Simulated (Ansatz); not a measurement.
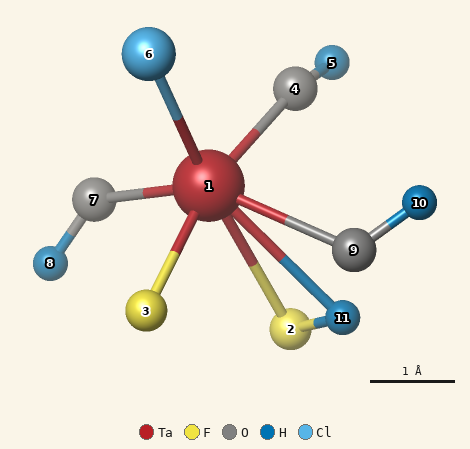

Fig. 1: The input geometry (ball-and-stick view, seen at a tilt; atoms are numbered from 1 in the order of the input). Sticks mark near contacts.

Molecular dynamics of TaH$_{4}$ClO$_{3}$F$_{2}$ (part 1 of 5)

- system: TaH$_{4}$ClO$_{3}$F$_{2}$
- method: RKS PBE0-D4/def2-SVP (Ansatz 0.2.0)

It belongs to a series of runs on one base structure; here: dynamics from the highest image of the converged band. Figures and captions count atoms from 1; the log counts them from 0 in places.

Log
```
Engine: ansatz 0.2.0, aarch64-unknown-linux-gnu
Functional definition: PBE0
  parameter a = 0.25
  parameter kappa = 0.804
  parameter beta = 0.06672455060314922
  exchange = (1 - a)*pbe_x(kappa = kappa, mu = beta*pi^2/3) + a*exact_x
  correlation = pbe_c(beta = beta)
1433 factors; integrals over basis functions are off by at most 2.9e-4 eV
mean field evaluation 1: about -25679.1975 eV, gradient 9.0e1 eV
mean field evaluation 2: about -25602.6726 eV, gradient 2.2e2 eV
mean field evaluation 4: about -25693.0798 eV, gradient 1.3e1 eV
mean field evaluation 8: about -25693.4643 eV, gradient 3.4e-1 eV
mean field evaluation 16: about -25693.4646 eV, gradient 1.2e-4 eV
mean field -25693.46458347 eV, -944.2174077867 hartree, gradient 5.4e-5 eV, S^2 0.000000; 0 other end points of the search recorded, 0 dependent functions left out
the calculation of the forces begins
reference -25693.46463607 eV, -944.2174097199 hartree; 38, 38 occupied and 102, 102 virtual orbitals, 1433 factors
md step     0: t =     0.00 fs  T =   100.0 K  F+E_penalty+E_count = -25693.67739404 eV  E_kin = 0.116334 eV  conserved = -25693.56106004 eV  (30 SCF iters)
these checks for a lower state are left out or cut short: starts, cluster_reference, orbital_swaps, neighbouring_geometries, increment
1433 factors; integrals over basis functions are off by at most 2.9e-4 eV
mean field -25693.46262960 eV, -944.2173359832 hartree, gradient 1.1e-5 eV, S^2 0.000000; 0 other end points of the search recorded, 0 dependent functions left out
the calculation of the forces begins
reference -25693.46268221 eV, -944.2173379168 hartree; 38, 38 occupied and 102, 102 virtual orbitals, 1433 factors
md step     1: t =     0.50 fs  T =    98.4 K  F+E_penalty+E_count = -25693.67547802 eV  E_kin = 0.114477 eV  conserved = -25693.56100077 eV  (34 SCF iters)
[... from here on the SCF iterations and repeated set-up lines of each step are left out, up to the last step ...]
md step     2: t =     1.00 fs  T =    94.3 K  F+E_penalty+E_count = -25693.67052294 eV  E_kin = 0.109672 eV  conserved = -25693.56085130 eV  (35 SCF iters)
md step     3: t =     1.50 fs  T =    89.5 K  F+E_penalty+E_count = -25693.66483119 eV  E_kin = 0.104139 eV  conserved = -25693.56069204 eV  (34 SCF iters)
md step     4: t =     2.00 fs  T =    86.2 K  F+E_penalty+E_count = -25693.66085068 eV  E_kin = 0.100239 eV  conserved = -25693.56061124 eV  (35 SCF iters)
md step     5: t =     2.50 fs  T =    85.2 K  F+E_penalty+E_count = -25693.65982556 eV  E_kin = 0.099173 eV  conserved = -25693.56065228 eV  (35 SCF iters)
md step     6: t =     3.00 fs  T =    86.3 K  F+E_penalty+E_count = -25693.66113240 eV  E_kin = 0.100345 eV  conserved = -25693.56078737 eV  (34 SCF iters)
md step     7: t =     3.50 fs  T =    87.5 K  F+E_penalty+E_count = -25693.66270040 eV  E_kin = 0.101764 eV  conserved = -25693.56093679 eV  (34 SCF iters)
md step     8: t =     4.00 fs  T =    87.0 K  F+E_penalty+E_count = -25693.66222923 eV  E_kin = 0.101211 eV  conserved = -25693.56101784 eV  (34 SCF iters)
md step     9: t =     4.50 fs  T =    83.8 K  F+E_penalty+E_count = -25693.65846354 eV  E_kin = 0.097474 eV  conserved = -25693.56098959 eV  (34 SCF iters)
md step    10: t =     5.00 fs  T =    78.2 K  F+E_penalty+E_count = -25693.65183937 eV  E_kin = 0.090971 eV  conserved = -25693.56086817 eV  (34 SCF iters)
md step    11: t =     5.50 fs  T =    71.8 K  F+E_penalty+E_count = -25693.64423834 eV  E_kin = 0.083523 eV  conserved = -25693.56071532 eV  (35 SCF iters)
md step    12: t =     6.00 fs  T =    66.6 K  F+E_penalty+E_count = -25693.63803086 eV  E_kin = 0.077423 eV  conserved = -25693.56060737 eV  (34 SCF iters)
md step    13: t =     6.50 fs  T =    63.9 K  F+E_penalty+E_count = -25693.63489154 eV  E_kin = 0.074293 eV  conserved = -25693.56059837 eV  (35 SCF iters)
md step    14: t =     7.00 fs  T =    63.8 K  F+E_penalty+E_count = -25693.63495861 eV  E_kin = 0.074265 eV  conserved = -25693.56069350 eV  (35 SCF iters)
md step    15: t =     7.50 fs  T =    65.3 K  F+E_penalty+E_count = -25693.63675679 eV  E_kin = 0.075912 eV  conserved = -25693.56084482 eV  (35 SCF iters)
md step    16: t =     8.00 fs  T =    66.2 K  F+E_penalty+E_count = -25693.63794541 eV  E_kin = 0.076972 eV  conserved = -25693.56097383 eV  (35 SCF iters)
md step    17: t =     8.50 fs  T =    64.9 K  F+E_penalty+E_count = -25693.63653657 eV  E_kin = 0.075526 eV  conserved = -25693.56101095 eV  (32 SCF iters)
md step    18: t =     9.00 fs  T =    61.1 K  F+E_penalty+E_count = -25693.63196914 eV  E_kin = 0.071036 eV  conserved = -25693.56093282 eV  (35 SCF iters)
md step    19: t =     9.50 fs  T =    55.6 K  F+E_penalty+E_count = -25693.62546098 eV  E_kin = 0.064683 eV  conserved = -25693.56077834 eV  (35 SCF iters)
md step    20: t =    10.00 fs  T =    50.5 K  F+E_penalty+E_count = -25693.61940022 eV  E_kin = 0.058769 eV  conserved = -25693.56063116 eV  (35 SCF iters)
md step    21: t =    10.50 fs  T =    47.7 K  F+E_penalty+E_count = -25693.61605670 eV  E_kin = 0.055484 eV  conserved = -25693.56057260 eV  (35 SCF iters)
md step    22: t =    11.00 fs  T =    47.9 K  F+E_penalty+E_count = -25693.61633297 eV  E_kin = 0.055699 eV  conserved = -25693.56063381 eV  (35 SCF iters)
md step    23: t =    11.50 fs  T =    50.3 K  F+E_penalty+E_count = -25693.61929284 eV  E_kin = 0.058516 eV  conserved = -25693.56077645 eV  (35 SCF iters)
md step    24: t =    12.00 fs  T =    53.1 K  F+E_penalty+E_count = -25693.62273850 eV  E_kin = 0.061819 eV  conserved = -25693.56091987 eV  (35 SCF iters)
md step    25: t =    12.50 fs  T =    54.5 K  F+E_penalty+E_count = -25693.62444570 eV  E_kin = 0.063456 eV  conserved = -25693.56098920 eV  (35 SCF iters)
md step    26: t =    13.00 fs  T =    53.6 K  F+E_penalty+E_count = -25693.62332577 eV  E_kin = 0.062373 eV  conserved = -25693.56095312 eV  (35 SCF iters)
md step    27: t =    13.50 fs  T =    50.8 K  F+E_penalty+E_count = -25693.61992124 eV  E_kin = 0.059086 eV  conserved = -25693.56083502 eV  (35 SCF iters)
md step    28: t =    14.00 fs  T =    47.6 K  F+E_penalty+E_count = -25693.61605334 eV  E_kin = 0.055356 eV  conserved = -25693.56069745 eV  (35 SCF iters)
md step    29: t =    14.50 fs  T =    45.8 K  F+E_penalty+E_count = -25693.61384954 eV  E_kin = 0.053237 eV  conserved = -25693.56061210 eV  (35 SCF iters)
md step    30: t =    15.00 fs  T =    46.4 K  F+E_penalty+E_count = -25693.61462942 eV  E_kin = 0.054004 eV  conserved = -25693.56062497 eV  (36 SCF iters)
md step    31: t =    15.50 fs  T =    49.4 K  F+E_penalty+E_count = -25693.61819038 eV  E_kin = 0.057458 eV  conserved = -25693.56073281 eV  (35 SCF iters)
md step    32: t =    16.00 fs  T =    53.3 K  F+E_penalty+E_count = -25693.62286345 eV  E_kin = 0.061981 eV  conserved = -25693.56088220 eV  (35 SCF iters)
md step    33: t =    16.50 fs  T =    56.2 K  F+E_penalty+E_count = -25693.62634410 eV  E_kin = 0.065349 eV  conserved = -25693.56099545 eV  (35 SCF iters)
md step    34: t =    17.00 fs  T =    56.6 K  F+E_penalty+E_count = -25693.62689326 eV  E_kin = 0.065882 eV  conserved = -25693.56101108 eV  (35 SCF iters)
md step    35: t =    17.50 fs  T =    54.5 K  F+E_penalty+E_count = -25693.62428235 eV  E_kin = 0.063364 eV  conserved = -25693.56091812 eV  (35 SCF iters)
md step    36: t =    18.00 fs  T =    50.9 K  F+E_penalty+E_count = -25693.61995435 eV  E_kin = 0.059189 eV  conserved = -25693.56076510 eV  (32 SCF iters)
md step    37: t =    18.50 fs  T =    47.8 K  F+E_penalty+E_count = -25693.61627001 eV  E_kin = 0.055634 eV  conserved = -25693.56063551 eV  (34 SCF iters)
md step    38: t =    19.00 fs  T =    47.0 K  F+E_penalty+E_count = -25693.61522607 eV  E_kin = 0.054626 eV  conserved = -25693.56059988 eV  (34 SCF iters)
md step    39: t =    19.50 fs  T =    48.7 K  F+E_penalty+E_count = -25693.61737377 eV  E_kin = 0.056699 eV  conserved = -25693.56067472 eV  (34 SCF iters)
md step    40: t =    20.00 fs  T =    52.2 K  F+E_penalty+E_count = -25693.62156219 eV  E_kin = 0.060747 eV  conserved = -25693.56081518 eV  (34 SCF iters)
md step    41: t =    20.50 fs  T =    55.6 K  F+E_penalty+E_count = -25693.62562096 eV  E_kin = 0.064676 eV  conserved = -25693.56094468 eV  (34 SCF iters)
md step    42: t =    21.00 fs  T =    57.2 K  F+E_penalty+E_count = -25693.62753897 eV  E_kin = 0.066541 eV  conserved = -25693.56099843 eV  (34 SCF iters)
md step    43: t =    21.50 fs  T =    56.3 K  F+E_penalty+E_count = -25693.62647399 eV  E_kin = 0.065520 eV  conserved = -25693.56095410 eV  (34 SCF iters)
md step    44: t =    22.00 fs  T =    53.5 K  F+E_penalty+E_count = -25693.62310917 eV  E_kin = 0.062271 eV  conserved = -25693.56083813 eV  (34 SCF iters)
md step    45: t =    22.50 fs  T =    50.3 K  F+E_penalty+E_count = -25693.61924631 eV  E_kin = 0.058536 eV  conserved = -25693.56071047 eV  (34 SCF iters)
md step    46: t =    23.00 fs  T =    48.3 K  F+E_penalty+E_count = -25693.61687017 eV  E_kin = 0.056234 eV  conserved = -25693.56063640 eV  (34 SCF iters)
md step    47: t =    23.50 fs  T =    48.5 K  F+E_penalty+E_count = -25693.61713241 eV  E_kin = 0.056478 eV  conserved = -25693.56065477 eV  (34 SCF iters)
md step    48: t =    24.00 fs  T =    50.7 K  F+E_penalty+E_count = -25693.61975184 eV  E_kin = 0.058995 eV  conserved = -25693.56075678 eV  (35 SCF iters)
md step    49: t =    24.50 fs  T =    53.5 K  F+E_penalty+E_count = -25693.62315600 eV  E_kin = 0.062268 eV  conserved = -25693.56088813 eV  (35 SCF iters)
md step    50: t =    25.00 fs  T =    55.3 K  F+E_penalty+E_count = -25693.62532306 eV  E_kin = 0.064346 eV  conserved = -25693.56097682 eV  (34 SCF iters)
md step    51: t =    25.50 fs  T =    54.9 K  F+E_penalty+E_count = -25693.62489229 eV  E_kin = 0.063920 eV  conserved = -25693.56097254 eV  (34 SCF iters)
md step    52: t =    26.00 fs  T =    52.5 K  F+E_penalty+E_count = -25693.62193397 eV  E_kin = 0.061058 eV  conserved = -25693.56087642 eV  (34 SCF iters)
md step    53: t =    26.50 fs  T =    49.2 K  F+E_penalty+E_count = -25693.61792908 eV  E_kin = 0.057187 eV  conserved = -25693.56074181 eV  (34 SCF iters)
md step    54: t =    27.00 fs  T =    46.7 K  F+E_penalty+E_count = -25693.61494773 eV  E_kin = 0.054303 eV  conserved = -25693.56064453 eV  (35 SCF iters)
md step    55: t =    27.50 fs  T =    46.3 K  F+E_penalty+E_count = -25693.61448575 eV  E_kin = 0.053847 eV  conserved = -25693.56063876 eV  (31 SCF iters)
md step    56: t =    28.00 fs  T =    48.1 K  F+E_penalty+E_count = -25693.61663205 eV  E_kin = 0.055906 eV  conserved = -25693.56072626 eV  (34 SCF iters)
md step    57: t =    28.50 fs  T =    50.9 K  F+E_penalty+E_count = -25693.62003519 eV  E_kin = 0.059177 eV  conserved = -25693.56085821 eV  (34 SCF iters)
md step    58: t =    29.00 fs  T =    53.0 K  F+E_penalty+E_count = -25693.62264876 eV  E_kin = 0.061684 eV  conserved = -25693.56096486 eV  (34 SCF iters)
md step    59: t =    29.50 fs  T =    53.1 K  F+E_penalty+E_count = -25693.62280536 eV  E_kin = 0.061811 eV  conserved = -25693.56099412 eV  (35 SCF iters)
md step    60: t =    30.00 fs  T =    50.8 K  F+E_penalty+E_count = -25693.62004208 eV  E_kin = 0.059109 eV  conserved = -25693.56093275 eV  (35 SCF iters)
md step    61: t =    30.50 fs  T =    46.8 K  F+E_penalty+E_count = -25693.61530700 eV  E_kin = 0.054496 eV  conserved = -25693.56081142 eV  (34 SCF iters)
md step    62: t =    31.00 fs  T =    42.8 K  F+E_penalty+E_count = -25693.61048337 eV  E_kin = 0.049794 eV  conserved = -25693.56068909 eV  (35 SCF iters)
md step    63: t =    31.50 fs  T =    40.3 K  F+E_penalty+E_count = -25693.60746994 eV  E_kin = 0.046844 eV  conserved = -25693.56062608 eV  (35 SCF iters)
md step    64: t =    32.00 fs  T =    40.0 K  F+E_penalty+E_count = -25693.60724196 eV  E_kin = 0.046587 eV  conserved = -25693.56065494 eV  (35 SCF iters)
md step    65: t =    32.50 fs  T =    41.8 K  F+E_penalty+E_count = -25693.60935360 eV  E_kin = 0.048593 eV  conserved = -25693.56076108 eV  (35 SCF iters)
md step    66: t =    33.00 fs  T =    44.1 K  F+E_penalty+E_count = -25693.61216931 eV  E_kin = 0.051281 eV  conserved = -25693.56088785 eV  (35 SCF iters)
md step    67: t =    33.50 fs  T =    45.4 K  F+E_penalty+E_count = -25693.61373968 eV  E_kin = 0.052773 eV  conserved = -25693.56096640 eV  (35 SCF iters)
md step    68: t =    34.00 fs  T =    44.6 K  F+E_penalty+E_count = -25693.61286043 eV  E_kin = 0.051906 eV  conserved = -25693.56095437 eV  (35 SCF iters)
md step    69: t =    34.50 fs  T =    42.0 K  F+E_penalty+E_count = -25693.60971999 eV  E_kin = 0.048859 eV  conserved = -25693.56086071 eV  (35 SCF iters)
md step    70: t =    35.00 fs  T =    38.7 K  F+E_penalty+E_count = -25693.60576261 eV  E_kin = 0.045023 eV  conserved = -25693.56073977 eV  (36 SCF iters)
md step    71: t =    35.50 fs  T =    36.3 K  F+E_penalty+E_count = -25693.60285510 eV  E_kin = 0.042196 eV  conserved = -25693.56065891 eV  (35 SCF iters)
md step    72: t =    36.00 fs  T =    35.8 K  F+E_penalty+E_count = -25693.60225178 eV  E_kin = 0.041592 eV  conserved = -25693.56065977 eV  (35 SCF iters)
md step    73: t =    36.50 fs  T =    37.1 K  F+E_penalty+E_count = -25693.60394880 eV  E_kin = 0.043212 eV  conserved = -25693.56073710 eV  (31 SCF iters)
md step    74: t =    37.00 fs  T =    39.5 K  F+E_penalty+E_count = -25693.60675761 eV  E_kin = 0.045912 eV  conserved = -25693.56084543 eV  (35 SCF iters)
md step    75: t =    37.50 fs  T =    41.3 K  F+E_penalty+E_count = -25693.60900226 eV  E_kin = 0.048076 eV  conserved = -25693.56092617 eV  (35 SCF iters)
md step    76: t =    38.00 fs  T =    41.7 K  F+E_penalty+E_count = -25693.60942804 eV  E_kin = 0.048490 eV  conserved = -25693.56093788 eV  (35 SCF iters)
md step    77: t =    38.50 fs  T =    40.4 K  F+E_penalty+E_count = -25693.60785238 eV  E_kin = 0.046978 eV  conserved = -25693.56087413 eV  (34 SCF iters)
md step    78: t =    39.00 fs  T =    38.3 K  F+E_penalty+E_count = -25693.60526516 eV  E_kin = 0.044499 eV  conserved = -25693.56076574 eV  (35 SCF iters)
md step    79: t =    39.50 fs  T =    36.7 K  F+E_penalty+E_count = -25693.60334869 eV  E_kin = 0.042682 eV  conserved = -25693.56066647 eV  (35 SCF iters)
md step    80: t =    40.00 fs  T =    37.0 K  F+E_penalty+E_count = -25693.60363840 eV  E_kin = 0.043010 eV  conserved = -25693.56062864 eV  (35 SCF iters)
md step    81: t =    40.50 fs  T =    39.6 K  F+E_penalty+E_count = -25693.60671266 eV  E_kin = 0.046037 eV  conserved = -25693.56067604 eV  (35 SCF iters)
md step    82: t =    41.00 fs  T =    43.9 K  F+E_penalty+E_count = -25693.61183213 eV  E_kin = 0.051044 eV  conserved = -25693.56078784 eV  (35 SCF iters)
md step    83: t =    41.50 fs  T =    48.4 K  F+E_penalty+E_count = -25693.61726770 eV  E_kin = 0.056361 eV  conserved = -25693.56090652 eV  (35 SCF iters)
md step    84: t =    42.00 fs  T =    51.8 K  F+E_penalty+E_count = -25693.62118633 eV  E_kin = 0.060217 eV  conserved = -25693.56096933 eV  (35 SCF iters)
md step    85: t =    42.50 fs  T =    53.0 K  F+E_penalty+E_count = -25693.62261276 eV  E_kin = 0.061668 eV  conserved = -25693.56094486 eV  (35 SCF iters)
md step    86: t =    43.00 fs  T =    52.5 K  F+E_penalty+E_count = -25693.62191228 eV  E_kin = 0.061062 eV  conserved = -25693.56085074 eV  (36 SCF iters)
md step    87: t =    43.50 fs  T =    51.4 K  F+E_penalty+E_count = -25693.62052482 eV  E_kin = 0.059783 eV  conserved = -25693.56074142 eV  (35 SCF iters)
md step    88: t =    44.00 fs  T =    51.1 K  F+E_penalty+E_count = -25693.62013436 eV  E_kin = 0.059459 eV  conserved = -25693.56067490 eV  (35 SCF iters)
md step    89: t =    44.50 fs  T =    52.5 K  F+E_penalty+E_count = -25693.62177192 eV  E_kin = 0.061090 eV  conserved = -25693.56068239 eV  (35 SCF iters)
md step    90: t =    45.00 fs  T =    55.5 K  F+E_penalty+E_count = -25693.62532975 eV  E_kin = 0.064575 eV  conserved = -25693.56075502 eV  (34 SCF iters)
md step    91: t =    45.50 fs  T =    59.2 K  F+E_penalty+E_count = -25693.62969085 eV  E_kin = 0.068838 eV  conserved = -25693.56085291 eV  (32 SCF iters)
md step    92: t =    46.00 fs  T =    62.2 K  F+E_penalty+E_count = -25693.63334241 eV  E_kin = 0.072415 eV  conserved = -25693.56092751 eV  (34 SCF iters)
md step    93: t =    46.50 fs  T =    63.8 K  F+E_penalty+E_count = -25693.63513246 eV  E_kin = 0.074188 eV  conserved = -25693.56094436 eV  (34 SCF iters)
md step    94: t =    47.00 fs  T =    63.5 K  F+E_penalty+E_count = -25693.63480787 eV  E_kin = 0.073910 eV  conserved = -25693.56089771 eV  (34 SCF iters)
md step    95: t =    47.50 fs  T =    62.1 K  F+E_penalty+E_count = -25693.63310182 eV  E_kin = 0.072289 eV  conserved = -25693.56081292 eV  (34 SCF iters)
md step    96: t =    48.00 fs  T =    60.7 K  F+E_penalty+E_count = -25693.63133923 eV  E_kin = 0.070605 eV  conserved = -25693.56073454 eV  (35 SCF iters)
md step    97: t =    48.50 fs  T =    60.2 K  F+E_penalty+E_count = -25693.63074036 eV  E_kin = 0.070035 eV  conserved = -25693.56070559 eV  (34 SCF iters)
md step    98: t =    49.00 fs  T =    61.0 K  F+E_penalty+E_count = -25693.63175610 eV  E_kin = 0.071013 eV  conserved = -25693.56074343 eV  (33 SCF iters)
md step    99: t =    49.50 fs  T =    62.7 K  F+E_penalty+E_count = -25693.63380481 eV  E_kin = 0.072978 eV  conserved = -25693.56082712 eV  (33 SCF iters)
md step   100: t =    50.00 fs  T =    64.2 K  F+E_penalty+E_count = -25693.63559858 eV  E_kin = 0.074691 eV  conserved = -25693.56090744 eV  (33 SCF iters)
md step   101: t =    50.50 fs  T =    64.4 K  F+E_penalty+E_count = -25693.63589786 eV  E_kin = 0.074961 eV  conserved = -25693.56093686 eV  (33 SCF iters)
md step   102: t =    51.00 fs  T =    63.0 K  F+E_penalty+E_count = -25693.63423780 eV  E_kin = 0.073338 eV  conserved = -25693.56089944 eV  (34 SCF iters)
md step   103: t =    51.50 fs  T =    60.5 K  F+E_penalty+E_count = -25693.63117705 eV  E_kin = 0.070358 eV  conserved = -25693.56081886 eV  (33 SCF iters)
md step   104: t =    52.00 fs  T =    57.8 K  F+E_penalty+E_count = -25693.62794414 eV  E_kin = 0.067203 eV  conserved = -25693.56074115 eV  (33 SCF iters)
md step   105: t =    52.50 fs  T =    55.9 K  F+E_penalty+E_count = -25693.62573953 eV  E_kin = 0.065034 eV  conserved = -25693.56070567 eV  (33 SCF iters)
md step   106: t =    53.00 fs  T =    55.4 K  F+E_penalty+E_count = -25693.62511830 eV  E_kin = 0.064391 eV  conserved = -25693.56072708 eV  (33 SCF iters)
md step   107: t =    53.50 fs  T =    55.8 K  F+E_penalty+E_count = -25693.62575265 eV  E_kin = 0.064961 eV  conserved = -25693.56079204 eV  (33 SCF iters)
md step   108: t =    54.00 fs  T =    56.5 K  F+E_penalty+E_count = -25693.62663808 eV  E_kin = 0.065771 eV  conserved = -25693.56086698 eV  (33 SCF iters)
md step   109: t =    54.50 fs  T =    56.5 K  F+E_penalty+E_count = -25693.62661402 eV  E_kin = 0.065700 eV  conserved = -25693.56091424 eV  (33 SCF iters)
md step   110: t =    55.00 fs  T =    55.1 K  F+E_penalty+E_count = -25693.62495378 eV  E_kin = 0.064046 eV  conserved = -25693.56090785 eV  (33 SCF iters)
md step   111: t =    55.50 fs  T =    52.4 K  F+E_penalty+E_count = -25693.62176301 eV  E_kin = 0.060916 eV  conserved = -25693.56084711 eV  (33 SCF iters)
md step   112: t =    56.00 fs  T =    49.2 K  F+E_penalty+E_count = -25693.61798939 eV  E_kin = 0.057231 eV  conserved = -25693.56075828 eV  (34 SCF iters)
md step   113: t =    56.50 fs  T =    46.7 K  F+E_penalty+E_count = -25693.61500840 eV  E_kin = 0.054323 eV  conserved = -25693.56068516 eV  (34 SCF iters)
md step   114: t =    57.00 fs  T =    45.8 K  F+E_penalty+E_count = -25693.61394430 eV  E_kin = 0.053277 eV  conserved = -25693.56066777 eV  (35 SCF iters)
md step   115: t =    57.50 fs  T =    46.7 K  F+E_penalty+E_count = -25693.61505736 eV  E_kin = 0.054339 eV  conserved = -25693.56071886 eV  (34 SCF iters)
md step   116: t =    58.00 fs  T =    48.8 K  F+E_penalty+E_count = -25693.61755650 eV  E_kin = 0.056744 eV  conserved = -25693.56081290 eV  (34 SCF iters)
md step   117: t =    58.50 fs  T =    50.8 K  F+E_penalty+E_count = -25693.61999553 eV  E_kin = 0.059097 eV  conserved = -25693.56089895 eV  (34 SCF iters)
md step   118: t =    59.00 fs  T =    51.7 K  F+E_penalty+E_count = -25693.62105087 eV  E_kin = 0.060119 eV  conserved = -25693.56093146 eV  (33 SCF iters)
md step   119: t =    59.50 fs  T =    51.0 K  F+E_penalty+E_count = -25693.62021655 eV  E_kin = 0.059319 eV  conserved = -25693.56089761 eV  (34 SCF iters)
```
